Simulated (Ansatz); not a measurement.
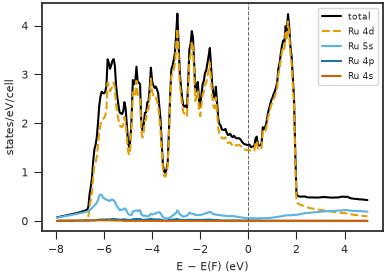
*Total and projected density of states of Ru (hcp (Mg type), space group No. 194), plane-wave PAW r²SCAN (Ansatz code)*

Which orbitals carry the states next to the Fermi level?

Within 0.5 eV of the Fermi level: Ru 4d 93 %. Projections are on Löwdin-orthogonalised atomic valence shells; empty p or d shells of many metals are not among them.

Where is the tallest occupied peak in this window, and what makes it?

Near -2.9 eV, about 4.2 states/eV per cell; the largest projected share is Ru 4d.

Space group P6_3/mmc (hcp (Mg type)). Symmetry was held in the r²SCAN relaxation. No spin polarisation was allowed. Scalar-relativistic: spin–orbit coupling is off unless named, which matters more the heavier the elements.

Potentials: the earlier of the program's two PAW sets.
